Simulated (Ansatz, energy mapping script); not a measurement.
# NiO in the rock-salt structure: exchange couplings from total energies, part 2 of 2

Aim: the exchange couplings of NiO in the rock-salt structure from the energies of a few collinear orders, and the ordering temperature that they give.

LDA with U = 7.2 eV on Ni d, ortho-atomic projectors; plane waves, U on orthogonalised atomic orbitals unless named otherwise, collinear spin, no spin–orbit coupling.

So far. Step 4 (Order 2: compensated +−, cell A of 4 atoms): The run ends antiferromagnetic, 104.45 meV a magnetic atom below the parallel order of its cell. Step 5 (Run 3 (parallel; cell B, 4 atoms)): The run ends ferromagnetic. For each magnetic atom its energy differs from the parallel run of the first cell by 0.05 meV, an error that one common reference would have brought in.

### 6. Order 4: compensated +−, cell B of 4 atoms

This order reverses 8 of the 12 neighbours at 2.97 Å, 0 of the 6 neighbours at 4.20 Å and 16 of the 24 neighbours at 5.15 Å, counted for an average magnetic atom.

input.yaml reads:

```yaml
crystal:
  lattice:
    - [0.0, -2.10134405, -2.10134405]
    - [0.0, 2.10134405, -2.10134405]
    - [4.2026881, 0.0, 0.0]
  atoms:
    - { symbol: Ni, position: [0.5, 0.5, 0.5], spin: 2.0 }
    - { symbol: Ni, position: [0.0, 0.0, 0.0], spin: -2.0 }
    - { symbol: O, position: [0.5, 0.5, 0.0] }
    - { symbol: O, position: [0.0, 0.0, 0.5] }
magnetization:
  spin_polarized: true
kpoints:
  mp_grid: { grid: [9, 9, 7] }
hamiltonian:
  xc: lda
  hubbard:
    sites:
      - { species: Ni, l: d, u_eff: 7.2 }
      - { site: 0, l: d, u_eff: 7.2, starting_ns: [{ spin: up, occupation_matrix: ni1_major }, { spin: down, occupation_matrix: ni1_minor }] }
      - { site: 1, l: d, u_eff: 7.2, starting_ns: [{ spin: up, occupation_matrix: ni1_minor }, { spin: down, occupation_matrix: ni1_major }] }
    projectors: ortho-atomic
    occupation_matrices:
      ni1_major:
        matrix:
          - [0.998, 0.0, 0.0, 0.0, 0.0]
          - [0.0, 0.999, 0.0, 0.0, 0.0]
          - [0.0, 0.0, 0.999, 0.0, 0.0]
          - [0.0, 0.0, 0.0, 0.998, 0.0]
          - [0.0, 0.0, 0.0, 0.0, 0.999]
      ni1_minor:
        matrix:
          - [0.15, 0.0, 0.0, 0.0, 0.0]
          - [0.0, 0.997, 0.0, 0.0, 0.0]
          - [0.0, 0.0, 0.997, 0.0, 0.0]
          - [0.0, 0.0, 0.0, 0.15, 0.0]
          - [0.0, 0.0, 0.0, 0.0, 0.997]
scf:
  occupations: { method: fermi_dirac, width: 0.05 }
output:
  eigenvalues: true
```

Started as:

```console
$ ansatz run input.yaml --threads 4 --pin off --max-ram 8192MiB --backend cpu --events-out ev --progress --plain --runs-dir out
```

Numbers of over 12 decimals in the logs are rounded to 6 here.

Output:

```text
[...]
Crystal: 4 atoms, lattice volume = 37.115 Å³
Basis set: ecut = 420 eV, 699 PW (Γ)
Bands: 32, of which v1, the nominal top of the filled ones, is band 24 counted from 1 (23 counted from 0)
Symmetry: 16 space group operations
[...]
k-points: 60 of 567
[...]
Starting moments: Σ|m| = 4 μB on 2 of 4 sites
[...]
k-point 1 ↑: bands = [... 20 lower, 10.2282, 11.0633, 11.4422, 11.4422, 15.0360, 15.3292, 15.9011, 19.6742, ... 4 higher]
  k-point 2 ↑: bands = [... 20 lower, 10.6353, 10.6353, 11.4116, 11.4116, 15.0338, 15.4412, 17.2481, 20.0136, ... 4 higher]
  k-point 59 ↓: bands = [... 20 lower, 9.6973, 9.9601, 10.0420, 11.0827, 15.5585, 16.0779, 21.6410, 22.1255, ... 4 higher]
Occupation matrices written to <dir>
[key lines of the parts left out:]
SCF converged after 14 iterations
Magnetization: 0.0000 μB (24.0000 up, 24.0000 down)
Free energy (F): -12651.023058 eV
Fermi energy:    14.027438 eV
```

Wall time 3.1 s (4 threads of Arm Neoverse V1, shared host); peak memory 0.39 GiB; 9.6 s of CPU time.

The run ends antiferromagnetic, 13.52 meV a magnetic atom above the parallel order of its cell.

### 7. Parallel start in cell C (6 atoms)

The parallel order again, as the reference for this cell.

input.yaml reads:

```yaml
crystal:
  lattice:
    - [0.0, -2.10134405, -2.10134405]
    - [-4.2026881, 0.0, 0.0]
    - [2.10134405, 4.2026881, -2.10134405]
  atoms:
    - { symbol: Ni, position: [0.666666667, 0.666666667, 0.333333333], spin: 2.0 }
    - { symbol: Ni, position: [0.333333333, 0.333333333, 0.666666667], spin: 2.0 }
    - { symbol: Ni, position: [0.0, 0.0, 0.0], spin: 2.0 }
    - { symbol: O, position: [0.666666667, 0.166666667, 0.333333333] }
    - { symbol: O, position: [0.333333333, 0.833333333, 0.666666667] }
    - { symbol: O, position: [0.0, 0.5, 0.0] }
magnetization:
  spin_polarized: true
kpoints:
  mp_grid: { grid: [10, 10, 10] }
hamiltonian:
  xc: lda
  hubbard:
    sites:
      - { species: Ni, l: d, u_eff: 7.2 }
      - { site: 0, l: d, u_eff: 7.2, starting_ns: [{ spin: up, occupation_matrix: ni1_major }, { spin: down, occupation_matrix: ni1_minor }] }
      - { site: 1, l: d, u_eff: 7.2, starting_ns: [{ spin: up, occupation_matrix: ni1_major }, { spin: down, occupation_matrix: ni1_minor }] }
      - { site: 2, l: d, u_eff: 7.2, starting_ns: [{ spin: up, occupation_matrix: ni1_major }, { spin: down, occupation_matrix: ni1_minor }] }
    projectors: ortho-atomic
    occupation_matrices:
      ni1_major:
        matrix:
          - [0.998, 0.0, 0.0, 0.0, 0.0]
          - [0.0, 0.999, 0.0, 0.0, 0.0]
          - [0.0, 0.0, 0.999, 0.0, 0.0]
          - [0.0, 0.0, 0.0, 0.998, 0.0]
          - [0.0, 0.0, 0.0, 0.0, 0.999]
      ni1_minor:
        matrix:
          - [0.15, 0.0, 0.0, 0.0, 0.0]
          - [0.0, 0.997, 0.0, 0.0, 0.0]
          - [0.0, 0.0, 0.997, 0.0, 0.0]
          - [0.0, 0.0, 0.0, 0.15, 0.0]
          - [0.0, 0.0, 0.0, 0.0, 0.997]
scf:
  occupations: { method: fermi_dirac, width: 0.05 }
output:
  eigenvalues: true
```

Output:

```text
[...]
Crystal: 6 atoms, lattice volume = 55.673 Å³
Basis set: ecut = 420 eV, 1089 PW (Γ)
Bands: 47, of which v1, the nominal top of the filled ones, is band 36 counted from 1 (35 counted from 0)
Symmetry: 24 space group operations
[...]
k-points: 171 of 1000
[...]
Starting moments: Σ|m| = 6 μB on 3 of 6 sites
[...]
k-point 1 ↑: bands = [... 32 lower, 9.6492, 9.9732, 11.0405, 11.2171, 11.3093, 11.4175, 12.3749, 15.3368, ... 7 higher]
  k-point 2 ↑: bands = [... 32 lower, 9.6974, 10.3218, 10.6377, 10.8673, 11.2058, 11.5529, 12.6741, 15.9574, ... 7 higher]
  k-point 170 ↓: bands = [... 32 lower, 10.4727, 15.5363, 16.0318, 16.2848, 16.6136, 16.7653, 16.9309, 20.1555, ... 7 higher]
Occupation matrices written to <dir>
[key lines of the parts left out:]
SCF converged after 14 iterations
Magnetization: 6.0000 μB (39.0000 up, 33.0000 down)
Free energy (F): -18976.575158 eV
Fermi energy:    13.909600 eV
```

It took 29 s on 4 threads; peak memory 0.93 GiB; 98 s of CPU time.

The run ends ferromagnetic. For each magnetic atom its energy differs from the parallel run of the first cell by 0.04 meV, an error that one common reference would have brought in.

### 8. Order 6: uncompensated ++−, cell C of 6 atoms

This order reverses 6.67 of the 12 neighbours at 2.97 Å, 2.67 of the 6 neighbours at 4.20 Å and 8 of the 24 neighbours at 5.15 Å, counted for an average magnetic atom.

Edit input.yaml of step 7 so:

```diff
@@ -8,3 +8,3 @@
     - { symbol: Ni, position: [0.333333333, 0.333333333, 0.666666667], spin: 2.0 }
-    - { symbol: Ni, position: [0.0, 0.0, 0.0], spin: 2.0 }
+    - { symbol: Ni, position: [0.0, 0.0, 0.0], spin: -2.0 }
     - { symbol: O, position: [0.666666667, 0.166666667, 0.333333333] }
@@ -23,3 +23,3 @@
       - { site: 1, l: d, u_eff: 7.2, starting_ns: [{ spin: up, occupation_matrix: ni1_major }, { spin: down, occupation_matrix: ni1_minor }] }
-      - { site: 2, l: d, u_eff: 7.2, starting_ns: [{ spin: up, occupation_matrix: ni1_major }, { spin: down, occupation_matrix: ni1_minor }] }
+      - { site: 2, l: d, u_eff: 7.2, starting_ns: [{ spin: up, occupation_matrix: ni1_minor }, { spin: down, occupation_matrix: ni1_major }] }
     projectors: ortho-atomic
```

Output:

```text
[...]
Crystal: 6 atoms, lattice volume = 55.673 Å³
Basis set: ecut = 420 eV, 1089 PW (Γ)
Bands: 47, of which v1, the nominal top of the filled ones, is band 36 counted from 1 (35 counted from 0)
Symmetry: 8 space group operations
[...]
k-points: 171 of 1000
[...]
Starting moments: Σ|m| = 6 μB on 3 of 6 sites
[...]
k-point 1 ↑: bands = [... 32 lower, 10.2949, 11.1174, 11.3088, 11.4026, 12.0030, 15.4246, 15.4656, 15.9602, ... 7 higher]
  k-point 2 ↑: bands = [... 32 lower, 10.5859, 10.6981, 11.3084, 11.4420, 12.0781, 15.4228, 16.0102, 16.0826, ... 7 higher]
  k-point 170 ↓: bands = [... 32 lower, 10.3564, 11.5539, 12.2335, 15.7952, 16.3315, 16.3798, 16.8338, 20.0411, ... 7 higher]
Occupation matrices written to <dir>
[key lines of the parts left out:]
SCF converged after 13 iterations
Magnetization: 2.0000 μB (37.0000 up, 35.0000 down)
Free energy (F): -18976.710223 eV
Fermi energy:    13.927429 eV
```

Wall time 29 s (4 threads); peak memory 0.94 GiB.

The run ends ferrimagnetic, 45.02 meV a magnetic atom below the parallel order of its cell.

### 9. Run 7 (parallel; cell D, 6 atoms)

The parallel order again, as the reference for this cell.

This run holds the same structure in another cell (b 4.203 → 2.972 Å, c 5.147 → 7.279 Å, α 114.1 → 90.0°, β 106.8 → 90.0°, γ 90.0 → 120.0°).

input.yaml reads:

```yaml
crystal:
  lattice:
    - [0.0, 2.10134405, 2.10134405]
    - [-2.10134405, 0.0, -2.10134405]
    - [-4.2026881, -4.2026881, 4.2026881]
  atoms:
    - { symbol: Ni, position: [0.0, 0.0, 0.0], spin: 2.0 }
    - { symbol: Ni, position: [0.333333333, 0.666666667, 0.666666667], spin: 2.0 }
    - { symbol: Ni, position: [0.666666667, 0.333333333, 0.333333333], spin: 2.0 }
    - { symbol: O, position: [0.666666667, 0.333333333, 0.833333333] }
    - { symbol: O, position: [0.0, 0.0, 0.5] }
    - { symbol: O, position: [0.333333333, 0.666666667, 0.166666667] }
magnetization:
  spin_polarized: true
kpoints:
  mp_grid: { grid: [11, 11, 4] }
hamiltonian:
  xc: lda
  hubbard:
    sites:
      - { species: Ni, l: d, u_eff: 7.2 }
      - { site: 0, l: d, u_eff: 7.2, starting_ns: [{ spin: up, occupation_matrix: ni1_major }, { spin: down, occupation_matrix: ni1_minor }] }
      - { site: 1, l: d, u_eff: 7.2, starting_ns: [{ spin: up, occupation_matrix: ni1_major }, { spin: down, occupation_matrix: ni1_minor }] }
      - { site: 2, l: d, u_eff: 7.2, starting_ns: [{ spin: up, occupation_matrix: ni1_major }, { spin: down, occupation_matrix: ni1_minor }] }
    projectors: ortho-atomic
    occupation_matrices:
      ni1_major:
        matrix:
          - [0.998, 0.0, 0.0, 0.0, 0.0]
          - [0.0, 0.999, 0.0, 0.0, 0.0]
          - [0.0, 0.0, 0.999, 0.0, 0.0]
          - [0.0, 0.0, 0.0, 0.998, 0.0]
          - [0.0, 0.0, 0.0, 0.0, 0.999]
      ni1_minor:
        matrix:
          - [0.15, 0.0, 0.0, 0.0, 0.0]
          - [0.0, 0.997, 0.0, 0.0, 0.0]
          - [0.0, 0.0, 0.997, 0.0, 0.0]
          - [0.0, 0.0, 0.0, 0.15, 0.0]
          - [0.0, 0.0, 0.0, 0.0, 0.997]
scf:
  occupations: { method: fermi_dirac, width: 0.05 }
output:
  eigenvalues: true
```

Output:

```text
[...]
Crystal: 6 atoms, lattice volume = 55.673 Å³
Basis set: ecut = 420 eV, 1057 PW (Γ)
Bands: 47, of which v1, the nominal top of the filled ones, is band 36 counted from 1 (35 counted from 0)
Symmetry: 36 space group operations
[...]
k-points: 58 of 484
[...]
Starting moments: Σ|m| = 6 μB on 3 of 6 sites
[...]
k-point 1 ↑: bands = [... 32 lower, 10.7732, 11.3554, 11.3554, 12.1375, 12.1375, 12.8279, 12.8279, 15.6278, ... 7 higher]
  k-point 2 ↑: bands = [... 32 lower, 9.9827, 11.7027, 11.7027, 11.7027, 11.7027, 12.9305, 12.9305, 16.7398, ... 7 higher]
  k-point 57 ↓: bands = [... 32 lower, 10.3656, 15.6642, 15.6642, 15.9730, 16.2426, 16.2426, 16.5337, 21.9609, ... 7 higher]
Occupation matrices written to <dir>
[key lines of the parts left out:]
SCF converged after 14 iterations
Magnetization: 6.0000 μB (39.0000 up, 33.0000 down)
Free energy (F): -18976.575263 eV
Fermi energy:    13.913233 eV
```

The job ended after 12 s (4 threads; peak memory 0.53 GiB).

The run ends ferromagnetic. For each magnetic atom its energy differs from the parallel run of the first cell by 0.01 meV, an error that one common reference would have brought in.

### 10. Uncompensated ++− start in cell D (6 atoms)

This order reverses 4 of the 12 neighbours at 2.97 Å, 4 of the 6 neighbours at 4.20 Å and 12 of the 24 neighbours at 5.15 Å, counted for an average magnetic atom.

Edit input.yaml of step 9 so:

```diff
@@ -8,3 +8,3 @@
     - { symbol: Ni, position: [0.333333333, 0.666666667, 0.666666667], spin: 2.0 }
-    - { symbol: Ni, position: [0.666666667, 0.333333333, 0.333333333], spin: 2.0 }
+    - { symbol: Ni, position: [0.666666667, 0.333333333, 0.333333333], spin: -2.0 }
     - { symbol: O, position: [0.666666667, 0.333333333, 0.833333333] }
@@ -23,3 +23,3 @@
       - { site: 1, l: d, u_eff: 7.2, starting_ns: [{ spin: up, occupation_matrix: ni1_major }, { spin: down, occupation_matrix: ni1_minor }] }
-      - { site: 2, l: d, u_eff: 7.2, starting_ns: [{ spin: up, occupation_matrix: ni1_major }, { spin: down, occupation_matrix: ni1_minor }] }
+      - { site: 2, l: d, u_eff: 7.2, starting_ns: [{ spin: up, occupation_matrix: ni1_minor }, { spin: down, occupation_matrix: ni1_major }] }
     projectors: ortho-atomic
```

Output:

```text
[...]
Crystal: 6 atoms, lattice volume = 55.673 Å³
Basis set: ecut = 420 eV, 1057 PW (Γ)
Bands: 47, of which v1, the nominal top of the filled ones, is band 36 counted from 1 (35 counted from 0)
Symmetry: 12 space group operations
[...]
k-points: 58 of 484
[...]
Starting moments: Σ|m| = 6 μB on 3 of 6 sites
[...]
k-point 1 ↑: bands = [... 32 lower, 10.8649, 11.5504, 11.5504, 12.4848, 12.4848, 15.7270, 16.0418, 16.0418, ... 7 higher]
  k-point 2 ↑: bands = [... 32 lower, 10.7746, 11.7888, 11.7888, 12.3322, 12.3322, 16.0537, 16.0537, 16.7808, ... 7 higher]
  k-point 57 ↓: bands = [... 32 lower, 10.2373, 11.1171, 11.2331, 15.7354, 15.8942, 16.0668, 16.3436, 21.8250, ... 7 higher]
Occupation matrices written to <dir>
[key lines of the parts left out:]
SCF converged after 14 iterations
Magnetization: 2.0000 μB (37.0000 up, 35.0000 down)
Free energy (F): -18976.793599 eV
Fermi energy:    13.864029 eV
```

The job ended after 9.9 s (4 threads; peak memory 0.54 GiB).

The run ends ferrimagnetic, 72.78 meV a magnetic atom below the parallel order of its cell.

### 11. From energies to couplings

Each energy difference is a sum of couplings weighted by the pairs that the order reverses. A few near shells are fitted to the differences by least squares. Energies are those extrapolated to zero occupation width, not the free energies F.

Energies from the parallel order of the same cell:

| order | atoms | energy (meV a magnetic atom) | moments (μB) | moments kept as typed | opposed neighbours at 2.97, 4.20, 5.15 Å |
| --- | --- | --- | --- | --- | --- |
| parallel in cell A | 4 | 0.00 | 1.71 | yes | 0, 0, 0 |
| compensated +− in cell A | 4 | -104.45 | 1.65 | yes | 6, 6, 12 |
| parallel in cell B | 4 | 0.00 | 1.71 | yes | 0, 0, 0 |
| compensated +− in cell B | 4 | 13.52 | 1.72 | yes | 8, 0, 16 |
| parallel in cell C | 6 | 0.00 | 1.71 | yes | 0, 0, 0 |
| uncompensated ++− in cell C | 6 | -45.02 | 1.67 to 1.69 | yes | 6.67, 2.67, 8 |
| parallel in cell D | 6 | 0.00 | 1.71 | yes | 0, 0, 0 |
| uncompensated ++− in cell D | 6 | -72.78 | 1.65 to 1.68 | yes | 4, 4, 12 |

Couplings from the energies, with E = −Σ J e·e over ordered pairs:

| pair | distance (Å) | neighbours | J (meV) |
| --- | --- | --- | --- |
| Ni–Ni | 2.97 | 12 | 0.465 |
| Ni–Ni | 4.20 | 6 | -9.71 |
| Ni–Ni | 5.15 | 24 | 0.159 |

These orders cannot tell some unfitted shells from fitted ones: the value at 2.97 Å holds J(2.97) + 4 J(7.86); other unfitted shells add to the values wholly or in part.

Adding the shell at 5.94 Å gives 0.84, -9.5, 0.0047 and -0.40 meV and a mean-field temperature of 406 K, an exact solve that tests nothing.

In mean field these couplings order at 451 K, at q = (0.50, 0.50, 0.50) in fractions of the conventional cell's reciprocal vectors, and give a Curie–Weiss temperature of -378 K.

### 12. Ordering temperature by Monte Carlo

Mean field ignores fluctuations and overstates the ordering temperature, so the model is also sampled. The heat capacity peaks where order sets in.

Classical unit spins with these couplings on 8×8×4 copies of a cell that holds the lowest order (512 spins), heat-bath sweeps, cooled from random directions, 1009 sweeps to settle and 3027 measured at each temperature, averaged over 4 runs.

| T (K) | order along the lowest pattern | net moment | heat capacity (k_B a spin) |
| --- | --- | --- | --- |
| 54.1 | 0.52 | 0.01 | 1.01 |
| 92.5 | 0.42 | 0.01 | 1.10 |
| 150 | 0.40 | 0.01 | 1.18 |
| 188 | 0.37 | 0.02 | 1.27 |
| 227 | 0.33 | 0.02 | 1.35 |
| 284 | 0.28 | 0.02 | 1.71 |
| 304 | 0.27 | 0.02 | 1.91 |
| 323 | 0.23 | 0.02 | 1.84 |
| 361 | 0.17 | 0.03 | 1.32 |
| 400 | 0.12 | 0.03 | 0.72 |
| 457 | 0.10 | 0.03 | 0.37 |
| 496 | 0.08 | 0.03 | 0.28 |

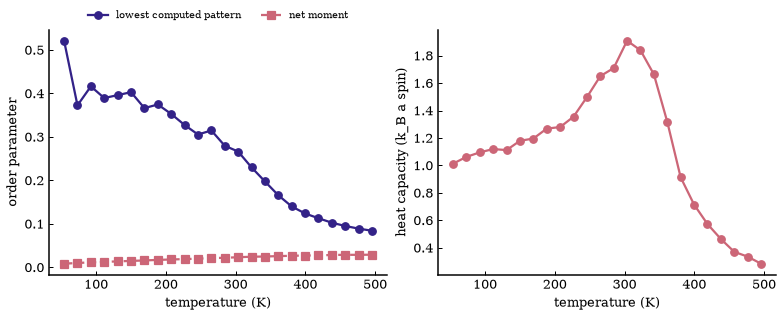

Order parameter and heat capacity against temperature.

The smoothed heat capacity peaks at 309 K. The order column follows one pattern alone; equivalent domains or another pattern share the rest.

### 13. Beside the first set of runs

The first set of orders, under LDA+U (1.2 eV), took 6.5 min of CPU time summed over its finished orders (seed run apart), these 5.9 min.

| quantity | this set | first set |
| --- | --- | --- |
| J at 2.97 Å, meV | 0.465 | 1.74 |
| J at 4.20 Å, meV | -9.71 | -25.4 |
| J at 5.15 Å, meV | 0.159 | 0.351 |
| ordering temperature, mean field, K | 451 | 1180 |
| heat-capacity peak, Monte Carlo, K | 309 | 809 |

The coupling that led in the first set goes from -25.4 to -9.71 meV.

### 14. Results

```yaml
lowest_order_tried: compensated +− in cell A
largest_fitted_value_a_combination_of_shells_ni_ni_at_4p20_a: -9.71 meV
ordering_temperature_mean_field: 451 K
heat_capacity_peak_monte_carlo: 309 K
```

Of the orders tried, NiO in the rock-salt structure prefers the order “compensated +− in cell A” under LDA+U (7.2 eV), with 6 of 12 neighbours at 2.97 Å, 6 of 6 neighbours at 4.20 Å and 12 of 24 neighbours at 5.15 Å opposed, and the heat capacity of the fitted model peaks near 309 K (Monte Carlo, classical spins). The coupling at 4.20 Å is 0.38 times that of the first set, at 0.91 times the CPU time. The largest fitted coupling is the Ni–Ni pair at 4.20 Å, antiferromagnetic at -9.7 meV, across a ligand at about 180°. The straight metal–ligand–metal path outweighs the right-angled one, the pattern expected of superexchange through one ligand p orbital, which these runs do not test. The orders also reverse pairs at 5.94 Å, which are not fitted, so the fitted values hold their part too. With 4 differences for 3 couplings the fit misses by 2.7 meV at most, a small part of the spread. In the fitted orders moments change by up to 3.7 % against the parallel run of the same cell, so their size stays put. Monte Carlo puts the peak at 0.69 of the mean-field temperature, since mean field leaves out fluctuations. In tests on simple cubic and body-centred models such peaks lay 5 to 6 % under the bulk value. On cooling, the order along the one computed pattern stays at or under 0.52: the model settles in an equivalent domain, a degenerate mixture or another order. The parallel order holds 2 μB a magnetic atom, spin 1; the common factor (S+1)/S would raise the classical 309 K to 618 K, a correction that often overshoots. The classical value and the one scaled by (S+1)/S differ by a factor of 2, so closeness of either to the measured temperature is partly a matter of convention. The cell was built from a prototype and relaxed; a distortion that needs a larger cell, or another structure that the compound may prefer, is not captured.

1 further run of the session is left out of this account and of its counts and ranges: runs hit by known faults of a program or its files, repeats, responses too ill-conditioned to give a U, cells squeezed past sense, harmless faults, or fits whose shells could not be counted again from the structure.

Computed beside measured:

| quantity | measured | PBEsol+U | LDA+U (7.2 eV), Monte Carlo | LDA+U (7.2 eV), Monte Carlo × (S+1)/S |
| --- | --- | --- | --- | --- |
| lattice constant a (Å) | 4.177 | 4.203 (+0.6 %) | - | - |
| ordering temperature (spin model) (K) | 524 | - | 309 (-41.1 %) | 618 (+17.9 %) |

Measured values from pmc:4977526 (2016) and arxiv:cond-mat/0609101 (2006).

Verdict: The lattice constant a is off by +0.6 %. The ordering temperature is off by -41.1 % at LDA+U (7.2 eV), Monte Carlo: a clear miss. Of the levels listed, nearest comes LDA+U (7.2 eV), Monte Carlo × (S+1)/S (+17.9 %). A U picked for its result is no test. The grades are ours: good and fair within 0.7 and 1.5 % for the lattice constant a. For lattice constants the calculation has a static lattice, without zero-point motion or thermal expansion.

[Logs and program files are shortened in this print: banners, set-up blocks, solver, clock and traceback lines can be left out without a mark of their own.]

[Logs are printed without paths, hosts, clocks, repeated set-up lines and the standing remarks that a program may print on its own settings, such as how far it seeks lower states.]

[Hosts, paths, dates, database ids (printed as entryN), source tags and the programs' standing remarks are cut or masked in the printed files.]

[Where a cell is said to come from a database of computed structures, the database is the Materials Project.]
